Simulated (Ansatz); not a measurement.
# CaFeHIr, from a guessed structure to a relaxed one

This structure for CaFeHIr is made up. Its elements were placed in a known structure type with a cell scaled to their sizes. What cell does the guess relax to, and how far off was it?

Method: DFT, PBEsol, plane-wave PAW, files of the set soft_1, scalar-relativistic, ferromagnetic start, cell and ions relaxed at zero pressure; PAW set soft_1, in the first sound run; inputs show where later runs differ, in Ansatz 0.2.0.

## Step 1: Starting point

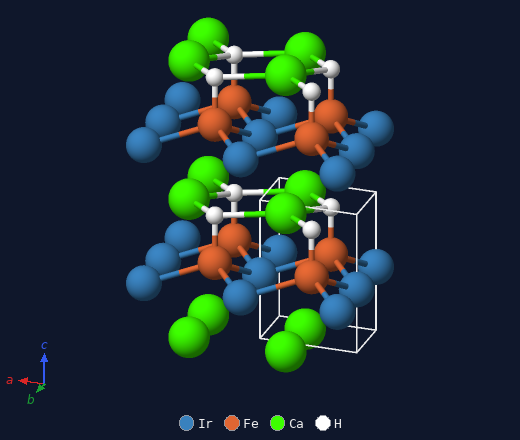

The starting structure, seen from a free direction (iridium blue, iron orange, calcium green, hydrogen white). 2×2×2 cells are drawn. Bonds to atoms that aren't drawn are left out. Some periodic images of atoms are drawn too.

Coordinates:

```cif
data_structure
_symmetry_space_group_name_H-M 'P 1'
_symmetry_Int_Tables_number 1
_cell_length_a 4.0510
_cell_length_b 4.0510
_cell_length_c 4.5790
_cell_angle_alpha 90.000
_cell_angle_beta 90.000
_cell_angle_gamma 120.000
_cell_volume 65.08
loop_
_atom_site_label
_atom_site_type_symbol
_atom_site_fract_x
_atom_site_fract_y
_atom_site_fract_z
_atom_site_occupancy
Ir1 Ir 0.00000 0.00000 0.45810 1
Fe2 Fe 0.33333 0.66667 0.62160 1
Ca3 Ca 0.66667 0.33333 0.99290 1
H4 H 0.33333 0.66667 0.96250 1
```

## Step 2: Relaxing cell and atoms

The guessed cell has no reason to be at equilibrium. It is relaxed with the atoms, within the space group of the guess.

input.yaml

```yaml
crystal:
  lattice:
    - [4.051, 0.0, 0.0]
    - [-2.0255, 3.508268911, 0.0]
    - [0.0, 0.0, 4.579]
  atoms:
    - { symbol: Ir, position: [0.0, 0.0, 0.4581], spin: 0.6 }
    - { symbol: Fe, position: [0.333333333, 0.666666667, 0.6216], spin: 3.0 }
    - { symbol: Ca, position: [0.666666667, 0.333333333, 0.9929] }
    - { symbol: H, position: [0.333333333, 0.666666667, 0.9625] }
magnetization:
  spin_polarized: true
kpoints:
  mp_grid: { grid: [8, 8, 6] }
scf:
  occupations: { method: fermi_dirac, width: 0.05 }
hamiltonian:
  xc: pbesol
  pseudopotentials: { kind: paw, azcp: { folder: soft_1 }, xc_functional: pbe }
relax:
  f_tol: 0.015
  max_steps: 70
  cell: {}
output:
  forces: true
  stress: true
```

On the command line:

```console
$ ansatz run input.yaml --threads 4 --pin off --max-ram 8192MiB --backend cpu --events-out ev --progress --plain --runs-dir out
```

Numbers of over 12 decimals in the logs are rounded to 6 here.

Output:

```text
Engine: ansatz 0.2.0, aarch64-unknown-linux-gnu
Pseudopotentials: kind: paw
Pseudopotential: Ir, paw, valence charge 17, recommended cutoff 420 eV (normal), soft_1/Ir.paw.azcp
Pseudopotential: Fe, paw, valence charge 16, recommended cutoff 420 eV (normal), soft_1/Fe.paw.azcp
Pseudopotential: Ca, paw, valence charge 10, recommended cutoff 420 eV (normal), soft_1/Ca.paw.azcp
Pseudopotential: H, paw, valence charge 1, recommended cutoff 420 eV (normal), soft_1/H.paw.azcp
Functional definition: PBEsol
  exchange = pbesol_x
  correlation = pbesol_c
Crystal: 4 atoms, lattice volume = 65.077 Å³
Basis set: ecut = 420 eV, 1287 PW (Γ), exchange–correlation on 60×60×64 points (8 copies of the dense FFT grid, shifted against one another)
Bands: 29, of which v1, the nominal top of the filled ones, is band 22 counted from 1 (21 counted from 0)
Symmetry: 6 space group operations
Space group: P3m1 (ITA 156), of the structure as read, at distance tolerance 4.0e-5 Å
Magnetic group: BNS 156.49 (UNI 1279), of the structure as read, at distance tolerance 4.0e-5 Å
k-points: 50 of 384 (time reversal used)
Non-local potential: Ir, projectors of the file, l = 0: 3, l = 1: 2, l = 2: 2, l = 3: 1
Non-local potential: Fe, projectors of the file, l = 0: 3, l = 1: 2, l = 2: 3, l = 3: 1
Non-local potential: Ca, projectors of the file, l = 0: 3, l = 1: 2, l = 2: 2
Non-local potential: H, projectors of the file, l = 0: 2, l = 1: 1
PAW form: soft (Blöchl's): semilocal exchange-correlation on the pseudo side does not see the compensation charge
PAW frozen core: Ir, regenerated for the run's functional, and the local potential with it (the file was generated under x = pbe(κ = 0.804, μ = 0.219515), c = pbe(β = 0.066725))
PAW frozen core: Fe, regenerated for the run's functional, and the local potential with it (the file was generated under x = pbe(κ = 0.804, μ = 0.219515), c = pbe(β = 0.066725))
PAW frozen core: Ca, regenerated for the run's functional, and the local potential with it (the file was generated under x = pbe(κ = 0.804, μ = 0.219515), c = pbe(β = 0.066725))
PAW one-centre angular grid: Ir, 590 points (default); XC on 64 Gauss nodes
PAW one-centre angular grid: Fe, 590 points (default); XC on 64 Gauss nodes
PAW one-centre angular grid: Ca, 110 points (default); XC on 64 Gauss nodes
PAW one-centre angular grid: H, 110 points (default); XC on 64 Gauss nodes
Initial density: superposition of atomic densities (chi_scale 0.1, normalization cell, long waves kept (reshape's long-wave potential 0.00 eV rms))
Starting moments: Σ|m| = 3.6 μB on 2 of 4 sites
Initial wavefunctions: pseudopotential atomic-orbital guess
Functional: x = pbesol(κ = 0.804, μ = 0.123457), c = pbesol(β = 0.046)
SCF iter   1: F=—  HF=-18059.842451 eV  |F-HF|=—  |Δ(HF+E_count)|=         —  Δρ=5.39e-2 (↑5.39e-2 ↓4.72e-2)  dr2=1.12e1  dr2_m=8.87e-2  M=2.984 μB ∫|m|=3.211 μB  β_m=0.30  ethr=3.10e-3  ⟨swp⟩=7.5  Hψ=13954  notcnv=0
Mixer restart at iter 1: flushing history
preconditioner: auto → Kerker (q_TF=auto, 2.556 Å⁻¹)  [metal: Δε(μ)=0.004 eV  Ē_g=4.767 eV  σ=0.050 eV  W_gap=0.02  n_scr=20 (ndim 8)  ℏωp=20.6 eV  f_vac=0.000  D(μ)=4.73/eV (n_scr^D=58)]
spin=Collinear: Kerker preconditioning applied to the charge; magnetization (m = ρ↑ − ρ↓) channel mixes plain (no charge-response kernel on spin).
SCF iter   2: F=—  HF=-18057.844189 eV  |F-HF|=—  |Δ(HF+E_count)|=    2.00e0  Δρ=2.89e-2 (↑2.72e-2 ↓2.89e-2)  dr2=4.10e0  dr2_m=3.68e-2  M=3.047 μB ∫|m|=3.233 μB  β_m=0.46  ethr=3.10e-3  ⟨swp⟩=2.2  Hψ=5169  notcnv=0  defer=103
SCF iter   3: F=—  HF=-18057.406130 eV  |F-HF|=—  |Δ(HF+E_count)|=   4.38e-1  Δρ=1.52e-2 (↑1.52e-2 ↓1.02e-2)  dr2=3.72e-1  dr2_m=3.94e-2  M=2.986 μB ∫|m|=3.180 μB  β_m=0.46  ethr=3.10e-3  ⟨swp⟩=2.7  Hψ=5385  notcnv=0  defer=105
SCF iter   4: F=—  HF=-18057.577973 eV  |F-HF|=—  |Δ(HF+E_count)|=   1.72e-1  Δρ=1.10e-2 (↑7.31e-3 ↓1.10e-2)  dr2=2.21e-1  dr2_m=1.99e-2  M=2.964 μB ∫|m|=3.158 μB  β_m=0.73  ethr=8.46e-4  ⟨swp⟩=2.1  Hψ=4239  notcnv=0  defer=100
SCF iter   5: F=—  HF=-18057.830700 eV  |F-HF|=—  |Δ(HF+E_count)|=         —  Δρ=1.75e-2 (↑1.75e-2 ↓1.62e-2)  dr2=3.60e-2  dr2_m=1.62e-1  M=2.507 μB ∫|m|=2.727 μB  β_m=0.73  ethr=5.03e-4  ⟨swp⟩=2.1  Hψ=4507  notcnv=0  defer=100
Mixer restart at iter 5: flushing history
SCF iter   6: F=—  HF=-18057.828417 eV  |F-HF|=—  |Δ(HF+E_count)|=   2.28e-3  Δρ=1.10e-2 (↑6.76e-3 ↓1.10e-2)  dr2=3.42e-2  dr2_m=4.48e-2  M=2.404 μB ∫|m|=2.623 μB  β_m=0.86  ethr=8.19e-5  ⟨swp⟩=2.2  Hψ=5032  notcnv=0  defer=100
SCF iter   7: F=—  HF=-18057.869011 eV  |F-HF|=—  |Δ(HF+E_count)|=   4.06e-2  Δρ=1.77e-2 (↑1.77e-2 ↓3.11e-3)  dr2=1.59e-1  dr2_m=4.20e-2  M=2.224 μB ∫|m|=2.441 μB  β_m=0.62  ethr=7.77e-5  ⟨swp⟩=3.0  Hψ=6221  notcnv=0  defer=81  recentre
SCF iter   8: F=—  HF=-18057.828818 eV  |F-HF|=—  |Δ(HF+E_count)|=   4.02e-2  Δρ=2.24e-3 (↑1.56e-3 ↓2.24e-3)  dr2=2.04e-3  dr2_m=1.97e-3  M=2.241 μB ∫|m|=2.452 μB  β_m=0.71  ethr=7.77e-5  ⟨swp⟩=2.3  Hψ=6176  notcnv=0  defer=84
SCF iter   9: F=—  HF=-18057.828455 eV  |F-HF|=—  |Δ(HF+E_count)|=   3.63e-4  Δρ=7.75e-4 (↑7.75e-4 ↓3.75e-4)  dr2=6.11e-4  dr2_m=4.04e-5  M=2.203 μB ∫|m|=2.410 μB  β_m=0.86  ethr=4.64e-6  ⟨swp⟩=1.9  Hψ=3904  notcnv=0  defer=82
SCF iter  10: F=—  HF=-18057.828720 eV  |F-HF|=—  |Δ(HF+E_count)|=   2.65e-4  Δρ=3.23e-4 (↑3.23e-4 ↓1.18e-4)  dr2=9.90e-5  dr2_m=9.81e-6  M=2.206 μB ∫|m|=2.411 μB  β_m=0.87  ethr=1.39e-6  ⟨swp⟩=2.0  Hψ=3681  notcnv=0  defer=82
SCF iter  11: F=—  HF=-18057.828704 eV  |F-HF|=—  |Δ(HF+E_count)|=   1.57e-5  Δρ=8.36e-5 (↑3.82e-5 ↓8.36e-5)  dr2=4.36e-6  dr2_m=1.66e-6  M=2.206 μB ∫|m|=2.411 μB  β_m=0.93  ethr=2.25e-7  ⟨swp⟩=2.0  Hψ=3813  notcnv=0  defer=82
SCF iter  12: F=—  HF=-18057.828705 eV  |F-HF|=—  |Δ(HF+E_count)|=   7.55e-7  Δρ=2.60e-5 (↑1.20e-5 ↓2.60e-5)  dr2=8.26e-7  dr2_m=5.13e-8  M=2.204 μB ∫|m|=2.409 μB  β_m=0.97  ethr=9.91e-9  ⟨swp⟩=2.0  Hψ=3840  notcnv=0  defer=82
SCF iter  13: F=—  HF=-18057.828705 eV  |F-HF|=—  |Δ(HF+E_count)|=   1.21e-7  Δρ=1.53e-5 (↑3.54e-6 ↓1.53e-5)  dr2=2.22e-7  dr2_m=3.09e-8  M=2.204 μB ∫|m|=2.408 μB  β_m=0.98  ethr=1.88e-9  ⟨swp⟩=2.0  Hψ=3899  notcnv=0  defer=82
SCF iter  14: F=—  HF=-18057.828705 eV  |F-HF|=—  |Δ(HF+E_count)|=   2.73e-8  Δρ=7.14e-6 (↑1.75e-6 ↓7.14e-6)  dr2=3.42e-8  dr2_m=9.79e-9  M=2.204 μB ∫|m|=2.408 μB  β_m=0.99  ethr=5.04e-10  ⟨swp⟩=1.8  Hψ=3426  notcnv=0  defer=82
SCF iter  15: F=-18057.828705 eV  HF=-18057.828705 eV  |F-HF|=1.01e-8  |Δ(HF+E_count)|=   1.36e-9  Δρ=2.29e-6 (↑1.32e-6 ↓2.29e-6)  dr2=1.09e-8  dr2_m=1.64e-10  M=2.204 μB ∫|m|=2.408 μB  ethr=7.77e-11  ⟨swp⟩=2.0  Hψ=8084  notcnv=0
[...]
relax step   6: F+E_penalty+E_count = -18058.74324655 eV  Δ(F+E_penalty+E_count) = -2.964e-3 eV  max|allowed force component| = 2.041e-2 eV/Å  Δτ_max = 0.0146 Å  P = -0.095 GPa  Ω = 60.497 Å³  energy of the carried Pulay correction = +1.794e-3 eV  (10 SCF iters, dr2 threshold 4.00e-7 eV, accepted)
[...]
relax step   7: F+E_penalty+E_count = -18058.74346344 eV  Δ(F+E_penalty+E_count) = -2.169e-4 eV  max|allowed force component| = 6.994e-3 eV/Å  Δτ_max = 0.0027 Å  P = -0.084 GPa  Ω = 60.502 Å³  energy of the carried Pulay correction = +1.792e-3 eV  (8 SCF iters, dr2 threshold 1.47e-7 eV, accepted)
[...]
relax step   8: F+E_penalty+E_count = -18058.74363759 eV  Δ(F+E_penalty+E_count) = -1.741e-4 eV  max|allowed force component| = 4.527e-3 eV/Å  Δτ_max = 0.0027 Å  P = +0.010 GPa  Ω = 60.527 Å³  energy of the carried Pulay correction = +1.782e-3 eV  (10 SCF iters, dr2 threshold 9.76e-8 eV, accepted)
Basis set: ecut = 420 eV, 1191 PW (Γ), exchange–correlation on 54×54×64 points (8 copies of the dense FFT grid, shifted against one another)
Initial wavefunctions: pseudopotential atomic-orbital guess (no wavefunctions were taken with the density)
iter 1 solved again at ethr=1.72e-6 eV; its pass at ethr=3.10e-3 eV (dr2=7.58e-4 eV) is discarded
SCF iter   1: F=—  HF=-18058.741786 eV  |F-HF|=—  |Δ(HF+E_count)|=         —  Δρ=1.37e-4 (↑8.47e-5 ↓1.37e-4)  dr2=2.09e-5  dr2_m=7.48e-7  M=1.262 μB ∫|m|=1.490 μB  β_m=0.65  ethr=1.72e-6  ⟨swp⟩=2.5  Hψ=19399  notcnv=0
SCF iter   2: F=—  HF=-18058.741774 eV  |F-HF|=—  |Δ(HF+E_count)|=   1.21e-5  Δρ=1.36e-4 (↑1.36e-4 ↓5.73e-5)  dr2=2.03e-5  dr2_m=1.04e-6  M=1.262 μB ∫|m|=1.490 μB  β_m=0.35  ethr=4.76e-8  ⟨swp⟩=2.0  Hψ=4993  notcnv=0
SCF iter   3: F=—  HF=-18058.741777 eV  |F-HF|=—  |Δ(HF+E_count)|=   3.07e-6  Δρ=3.94e-5 (↑2.96e-5 ↓3.94e-5)  dr2=5.86e-7  dr2_m=1.31e-7  M=1.262 μB ∫|m|=1.490 μB  β_m=0.44  ethr=4.60e-8  ⟨swp⟩=2.0  Hψ=3927  notcnv=0
SCF iter   4: F=—  HF=-18058.741780 eV  |F-HF|=—  |Δ(HF+E_count)|=   2.55e-6  Δρ=1.47e-5 (↑1.25e-5 ↓1.47e-5)  dr2=3.70e-7  dr2_m=2.96e-9  M=1.262 μB ∫|m|=1.490 μB  β_m=0.45  ethr=1.33e-9  ⟨swp⟩=2.0  Hψ=3915  notcnv=0
SCF iter   5: F=—  HF=-18058.741781 eV  |F-HF|=—  |Δ(HF+E_count)|=   1.44e-6  Δρ=1.39e-5 (↑7.08e-6 ↓1.39e-5)  dr2=1.73e-7  dr2_m=3.33e-8  M=1.262 μB ∫|m|=1.490 μB  β_m=0.73  ethr=8.42e-10  ⟨swp⟩=2.0  Hψ=3938  notcnv=0
SCF iter   6: F=—  HF=-18058.741783 eV  |F-HF|=—  |Δ(HF+E_count)|=   2.18e-6  Δρ=1.02e-5 (↑9.34e-6 ↓1.02e-5)  dr2=3.77e-8  dr2_m=4.86e-8  M=1.262 μB ∫|m|=1.489 μB  β_m=0.86  ethr=3.93e-10  ⟨swp⟩=2.7  Hψ=5298  notcnv=0
SCF iter   7: F=—  HF=-18058.741784 eV  |F-HF|=—  |Δ(HF+E_count)|=   2.51e-7  Δρ=7.80e-6 (↑7.80e-6 ↓6.70e-6)  dr2=1.88e-7  dr2_m=3.54e-10  M=1.262 μB ∫|m|=1.489 μB  β_m=0.69  ethr=8.58e-11  ⟨swp⟩=3.0  Hψ=6190  notcnv=0
SCF iter   8: F=—  HF=-18058.741784 eV  |F-HF|=—  |Δ(HF+E_count)|=   1.31e-8  Δρ=3.69e-6 (↑1.84e-6 ↓3.69e-6)  dr2=3.04e-8  dr2_m=7.86e-10  M=1.262 μB ∫|m|=1.489 μB  β_m=0.59  ethr=8.58e-11  ⟨swp⟩=2.0  Hψ=4918  notcnv=0
SCF iter   9: F=—  HF=-18058.741784 eV  |F-HF|=—  |Δ(HF+E_count)|=   8.47e-8  Δρ=8.74e-7 (↑3.65e-7 ↓8.74e-7)  dr2=6.32e-10  dr2_m=1.50e-10  M=1.262 μB ∫|m|=1.489 μB  β_m=0.65  ethr=6.90e-11  ⟨swp⟩=2.7  Hψ=5197  notcnv=0
SCF iter  10: F=—  HF=-18058.741784 eV  |F-HF|=—  |Δ(HF+E_count)|=   6.06e-9  Δρ=2.19e-7 (↑1.66e-7 ↓2.19e-7)  dr2=1.04e-11  dr2_m=1.84e-11  M=1.262 μB ∫|m|=1.489 μB  β_m=0.72  ethr=1.44e-12  ⟨swp⟩=3.0  Hψ=5674  notcnv=0
SCF iter  11: F=—  HF=-18058.741784 eV  |F-HF|=—  |Δ(HF+E_count)|=  5.82e-11  Δρ=1.31e-7 (↑9.75e-8 ↓1.31e-7)  dr2=3.71e-11  dr2_m=6.88e-13  M=1.262 μB ∫|m|=1.489 μB  β_m=0.72  ethr=1.00e-12  ⟨swp⟩=2.0  Hψ=3556  notcnv=0
SCF iter  12: F=—  HF=-18058.741784 eV  |F-HF|=—  |Δ(HF+E_count)|=  1.06e-10  Δρ=3.57e-8 (↑3.57e-8 ↓1.15e-8)  dr2=7.87e-13  dr2_m=2.01e-13  M=1.262 μB ∫|m|=1.489 μB  β_m=0.71  ethr=1.00e-12  ⟨swp⟩=2.0  Hψ=3899  notcnv=0
SCF iter  13: F=—  HF=-18058.741784 eV  |F-HF|=—  |Δ(HF+E_count)|=  7.28e-12  Δρ=2.07e-8 (↑2.07e-8 ↓1.01e-8)  dr2=6.64e-13  dr2_m=2.49e-14  M=1.262 μB ∫|m|=1.489 μB  β_m=0.82  ethr=1.00e-12  ⟨swp⟩=1.0  Hψ=2900  notcnv=0
SCF iter  14: F=-18058.741784 eV  HF=-18058.741784 eV  |F-HF|=2.18e-11  |Δ(HF+E_count)|=  1.46e-11  Δρ=6.85e-8 (↑5.52e-8 ↓6.85e-8)  dr2=1.05e-11  dr2_m=4.33e-14  M=1.262 μB ∫|m|=1.489 μB  ethr=1.00e-12  ⟨swp⟩=2.0  Hψ=7208  notcnv=0
SCF 9 converged in 14 iterations: F = -18058.741784 eV  dr2 = 1.05e-11
relax step   9: F+E_penalty+E_count = -18058.74178374 eV  Δ(F+E_penalty+E_count) = +1.854e-3 eV  max|allowed force component| = 4.192e-3 eV/Å  Δτ_max = 0.0000 Å  P = +0.008 GPa  Ω = 60.527 Å³  stress off target by 2.09e-2 GPa  SCF on the basis re-selected at this cell (its energy is not comparable with the rows above)  (14 SCF iters)
basis re-selected at this cell: Δ(F+E_penalty+E_count) = +1.854e-3 eV, ΔP = -0.002 GPa vs the last step (what re-selecting the basis moved, of the pressure what is left beyond the Pulay correction that the steps carried, after the strain that the cell walked since its last selection, with what the two solves' SCF thresholds leave and, on support functions, any second-order correction that the steps lacked; it is no measure of the basis error at this ecutwfc). The dense FFT grid was sized anew with the basis: this SCF ran on 27×27×32 points, the steps before it on 30×30×32, so part of this shift can come from that change (see relax.cell in the input reference). [rest of the remark cut]
SCF converged after 14 iterations
Magnetization: 1.2616 μB (22.6308 up, 21.3692 down)
Absolute magnetization: 1.4896 μB (∫|ρ↑−ρ↓|, with the PAW one-centre terms)
Spin contamination: 0.0517 ħ² per cell (⟨S²⟩ above its minimum at these occupations)
Per-site moments (μB) at R_I (Å): [(0.246782, 0.940755), (0.852489, 0.632151), (-0.010810, 0.962015), (-0.012433, 0.632151)]
Free energy (F): -18058.741784 eV
Harris-Foulkes:  -18058.741784 eV  (|F-HF|=2.18e-11)
Internal energy: -18058.723398 eV  (E = F + TS)
E sigma→0 (E₀):  -18058.732591 eV
Entropy (-TS):   -0.018386 eV (-4.596 meV/atom)
Fermi energy:    12.399766 eV
--- Per-component energies (eV) ---
  E_band       = -686.692191
  E_kinetic    = 1141.420960
  E_local      = -5792.282057  (includes V_loc(G=0)·N_el)
  E_nonlocal   = 576.327132
  E_hartree    = 2318.381677
  E_xc         = -474.113775
  E_vxc        = -567.336529  (∫ρ·V_xc dr)
  E_paw        = -11325.153467  (= ΣΔE_a)
  E_vpaw       = -681.583294  (= ΣTr[D̂ρ^β])
  E_aug_tail   = -0.001549  (compensation charges beyond the density's cutoff)
  E_ewald      = -4503.865663
  E_core_change = 0.563345  (= ΣΔE_core)
  E_smearing   = -0.018386  (= −TS)
  E_closure    = 0.000000  (closes the sum)
  Σ components = -18058.741784   (vs F -18058.741784, Δ=0.00e0)
--- Forces (eV/Å), atoms counted from 1 ---
  atom   1  Ir     0.00000000    -0.00000000    -0.00294724
  atom   2  Fe    -0.00000000    -0.00000000     0.00419142
  atom   3  Ca     0.00000000     0.00000000     0.00026139
  atom   4  H     -0.00000000     0.00000000    -0.00150683
  max |Σ_I F_I| component: 1.26e-6 eV/Å
--- Stress (GPa, compression-positive) ---
        0.020879       0.000000      -0.000000
        0.000000       0.020879      -0.000000
       -0.000000      -0.000000      -0.018033
  P = ⅓ Tr σ = 0.0079 GPa (0.079 kbar)
--- Relaxed structure (8 steps of the walk, 8 accepted, 1 SCFs on fresh bases) ---
  F+E_penalty+E_count = -18058.74178374 eV   max|allowed force component| = 4.192e-3 eV/Å   (the final SCF, on the basis selected at the relaxed cell)
  cell:  # Å, volume = 60.5273 Å³
    - [3.917608, 0, -1.1519775631724783e-17]
    - [-1.958804, 3.392748, 5.759887815862391e-18]
    - [-1.302124231440229e-17, 0, 4.553851]
  atoms:
    - { symbol: Ir, position: [-2.3313431272278913e-17, -9.251858542851202e-18, 0.511196] }
    - { symbol: Fe, position: [0.333333, 0.666667, 0.575346] }
    - { symbol: Ca, position: [0.666667, 0.333333, 1.036687] }
    - { symbol: H, position: [0.333333, 0.666667, 0.911871] }
```

Wall time 49 s (4 threads of Arm Neoverse V2, shared host); peak memory 0.55 GiB; 3.1 min of CPU time.

The steps of the relaxation:

```csv
step,energy less that of the first step (eV),largest force component (eV/Å),pressure (GPa),volume (Å³)
1,0.0000,2.7223,-8.84,65.08
2,-0.8411,0.5944,-2.80,60.23
3,-0.8836,0.7009,0.92,60.38
4,-0.9029,0.3224,0.11,60.12
5,-0.9116,0.2699,0.11,60.53
6,-0.9145,0.0204,-0.10,60.50
7,-0.9148,0.0070,-0.08,60.50
8,-0.9149,0.0045,0.01,60.53
9*,-0.9131,0.0042,0.01,60.53
```

Relaxation steps marked * repeat the geometry before them on a plane-wave basis chosen anew for their cell, so energy and pressure can jump there.

Forces are held to the 6 operations that the run works with; a distortion that breaks them can't arise in this run.

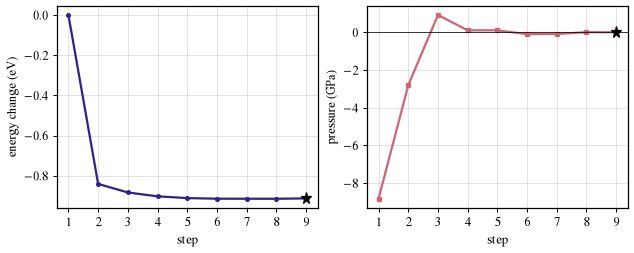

Energy and pressure along the relaxation. Stars mark steps on a basis chosen anew.

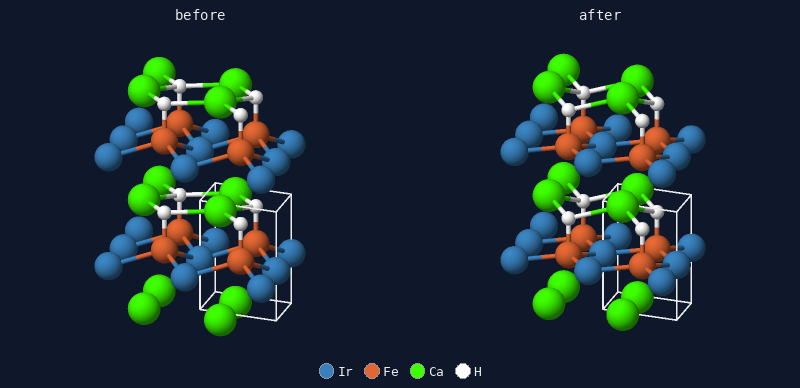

Before and after, at one scale. Bonds to atoms that aren't drawn are left out.

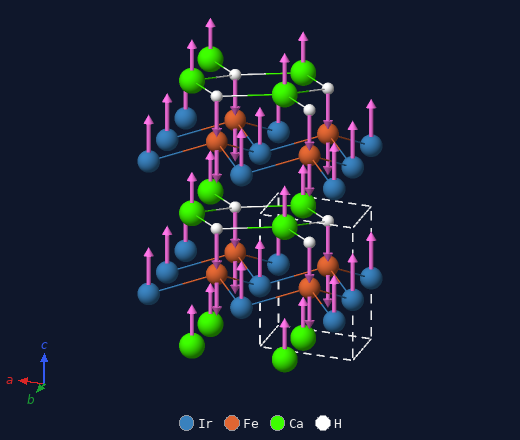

Displacements in the relaxation, exaggerated, measured against the changing cell; the longest in the cell stands for 0.24 Å. Bonds to atoms that aren't drawn are left out. 2×2×2 cells are drawn. Some periodic images of atoms are drawn too.

```csv
"conventional cell, symmetrised",before,after,change
a (Å),4.051,3.918,-3.3 %
b (Å),4.051,3.918,-3.3 %
c (Å),4.579,4.554,-0.5 %
volume (Å³/atom),16.27,15.13,-7.0 %
```

The atoms that moved most (Å, as changes of fractional coordinates times the final cell):

```csv
atom,dx,dy,dz,length
Ir1,0.000,0.000,0.242,0.242
H4,0.000,0.000,-0.231,0.231
Fe2,0.000,0.000,-0.211,0.211
Ca3,0.000,0.000,0.199,0.199
```

The relaxed structure:

```xyz
4
Lattice="3.9176 0.0000 0.0000 -1.9588 3.3927 0.0000 0.0000 0.0000 4.5539" Properties=species:S:1:pos:R:3 pbc="T T T"
Ir    0.0000    0.0000    2.3279
Fe    0.0000    2.2618    2.6200
Ca    1.9588    1.1309    4.7209
H     0.0000    2.2618    4.1525
```

This step gave:

```yaml
free_energy: -18058.7418 eV
energy_at_zero_smearing: -18058.7326 eV
smearing_term_ts: 0.01839 eV
fermi_energy: 12.40 eV
magnetization: 1.262 μB
absolute_magnetization: 1.490 μB
site_moments: 0.2468, 0.8525, -0.01081, -0.01243 μB
electrons: 44
symmetry_operations: 6
pressure: 0.007908 GPa
```

(Continued in part 2 of 2.)

[Logs are printed without paths, hosts, clocks, repeated set-up lines and the standing remarks that a program may print on its own settings, such as how far it seeks lower states.]

[Hosts, paths, dates, database ids (printed as entryN), source tags and the programs' standing remarks are cut or masked in the printed files.]
